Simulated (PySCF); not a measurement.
SMILES C=CCB(C)CC=C (C7H13B), GFN2-xTB optimised geometry. Atoms within 1.6 Å of the plane z = 0.0 Å (x, y, z in Å): B1 (1.12, 0.05, 0.00), C2 (0.34, 1.43, 0.00), C3 (-1.11, 1.37, -0.36), C4 (-2.11, 1.54, 0.49), H5 (0.84, 2.14, -0.66), H6 (0.44, 1.84, 1.01), H7 (-1.32, 1.16, -1.40), H8 (-1.93, 1.76, 1.53), H9 (-3.14, 1.48, 0.18), C10 (0.33, -1.33, 0.08), C11 (0.16, -1.64, 1.54), H13 (0.89, -2.14, -0.39), H14 (-0.66, -1.28, -0.38), C18 (2.69, 0.05, 0.00), H19 (3.04, -0.12, -1.02), H20 (3.12, -0.75, 0.60), H21 (3.14, 0.99, 0.33).

Computed with PBE0/def2-SVP (PySCF 2.14.0). Cells within 0.4 Å of a nucleus heavier than hydrogen are left out (blank, or x).

Map of the Laplacian of the electron density (e/bohr⁵) on the plane z = 0.0 Å:

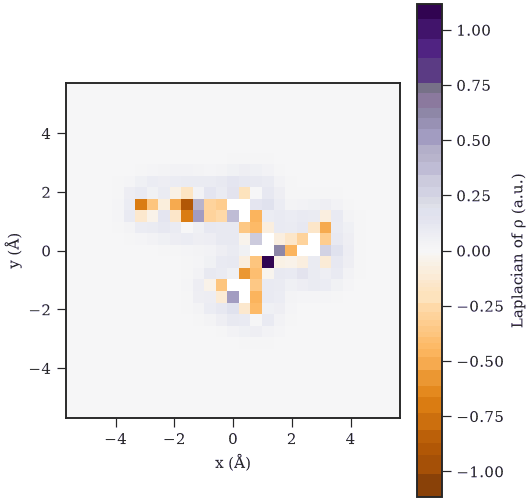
Fig. 1. Laplacian of the electron density (e/bohr⁵) on the plane z = 0.0 Å.
